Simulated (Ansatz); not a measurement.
# ClGaH₃N₃: what the fields show

```xyz
8

Cl    0.2440   -1.2866    0.9813
Ga    0.5810    0.2918   -0.4358
N    -0.3870    1.7957   -0.2854
N     1.8606    0.2004   -1.8666
N     2.4978   -0.8536   -1.9219
H    -0.2923    2.5869   -0.9095
H    -1.0851    1.9426    0.4323
H     3.1559   -0.7839   -2.7338
```

Geometry: PBE0-D3(BJ)/def2-SVP.

These are results of isolated molecule in a Gaussian basis; Kohn-Sham density functional theory, functional PBE0 in Ansatz, not measurements.

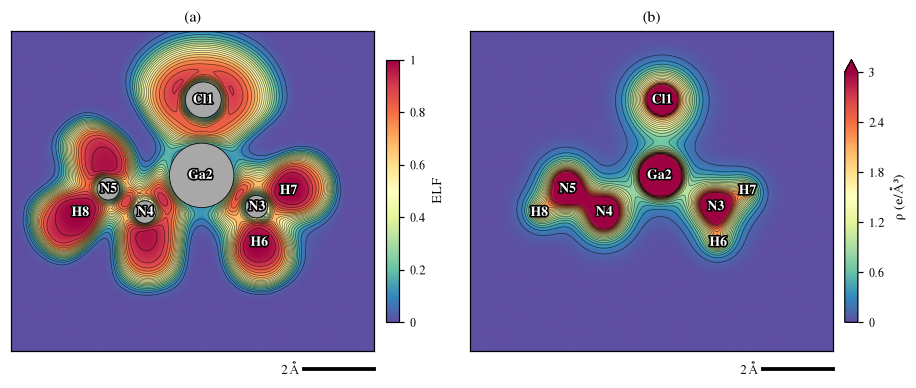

Figure 1. (a) electron localisation function; (b) electron density on the molecular plane. Grey discs cover the atomic cores in the ELF map.

Q: Read the bonding off the picture.

A: The plane passes through Cl, Ga, N and H nuclei. N–N (1.23 Å): the density is about 3.4 e/Å³ at the midpoint; the ELF peaks at about 0.90 between the atoms, as expected for a covalent bond. Ga–N (1.79 Å): ρ is about 0.97 e/Å³ halfway; the ELF peaks at about 0.85 in the valence shell of N, 0.6 Å from its nucleus, and is about 0.35 at the midpoint. Ga–Cl (2.15 Å): ρ is about 0.72 e/Å³ halfway; the ELF peaks at about 0.80 in the valence shell of Cl, 0.8 Å from its nucleus, and is about 0.55 at the midpoint. N–H (1.01 Å): ρ at the midpoint is about 2.9 e/Å³; the ELF climbs to about 1 towards the hydrogen, as it does in any bond to H: an ordinary covalent bond to hydrogen. Ga–N (1.92 Å): ρ is about 0.82 e/Å³ halfway; the ELF peaks at about 0.90 in the valence shell of N, 0.6 Å from its nucleus, and is about 0.45 at the midpoint. The ELF also peaks beside N4, N5 and Cl1, away from the bonds: lone-pair regions.

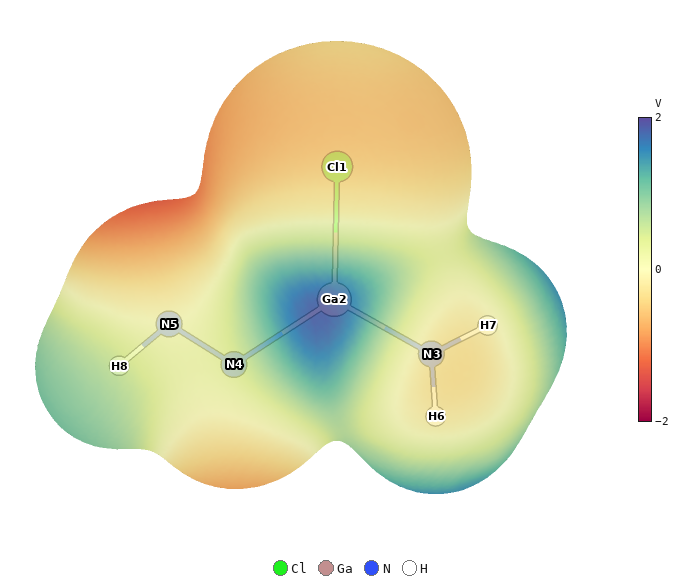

Figure 2. The molecular electrostatic potential painted on the density surface at 0.001 e/bohr³, seen across its widest extent; the colour scale runs from red (negative) to blue (positive).

Q: Which sites attract a positive test charge, and which a negative one?

A: A positive charge is drawn to the negative regions and a negative charge to the positive ones. The most negative region (about −1.2 V) lies over N5, the most positive (about +1.8 V) over Ga2. N5 is the likeliest acceptor of a hydrogen bond.

Q: What dipole moment does the calculation give?

A: Its dipole moment is 2.56 D.

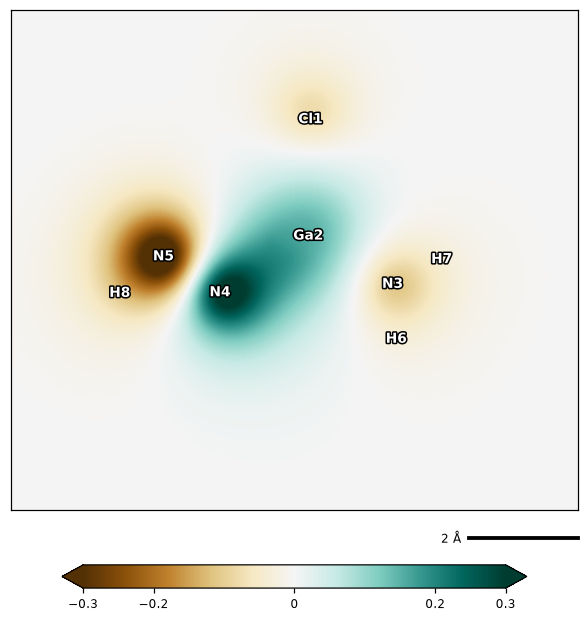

Figure 3. One frontier orbital on a plane 0.8 Å above the molecular plane (values in Å⁻³ᐟ²; the overall sign is arbitrary).

Q: Which orbital is it: HOMO or LUMO?

A: The LUMO, at −2.06 eV. By Hirshfeld shares it lies mainly on N5 (about 35 %), N4 (about 30 %) and Ga2 (about 20 %); it changes sign across the molecular plane (π type); π-bonding across Ga2–N4; π-antibonding (a node) across N4–N5.

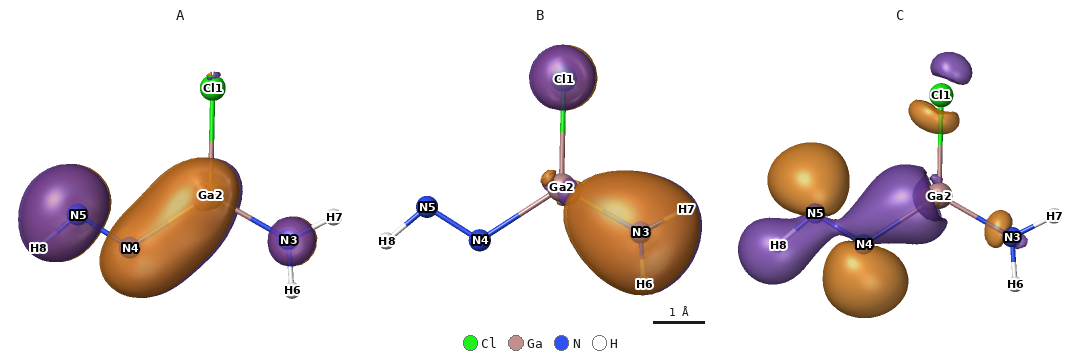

Figure 4. Three frontier orbitals at ±0.1 Å⁻³ᐟ² (orange and purple are the two phases), in no order.

Q: Order the three orbitals by energy and name them.

A: B is the HOMO−1 (−7.93 eV). It lies mainly on N3 (about 70 %), Ga2 (about 15 %) and Cl1 (about 5 %); it changes sign across the molecular plane (π type). C is the HOMO (−6.24 eV). Its weight (Hirshfeld) is mainly on N4 (about 45 %), N5 (about 35 %), Ga2 (about 10 %) and H8 (about 10 %); it is symmetric in the molecular plane (an in-plane orbital: σ, lone-pair or in-plane π type). A is the LUMO (−2.06 eV). Its weight (Hirshfeld) is mainly on N5 (about 35 %), N4 (about 30 %) and Ga2 (about 20 %); it changes sign across the molecular plane (π type); π-bonding across Ga2–N4; π-antibonding (a node) across N4–N5.

Q: What is the HOMO–LUMO gap?

A: 4.18 eV between the orbital energies.
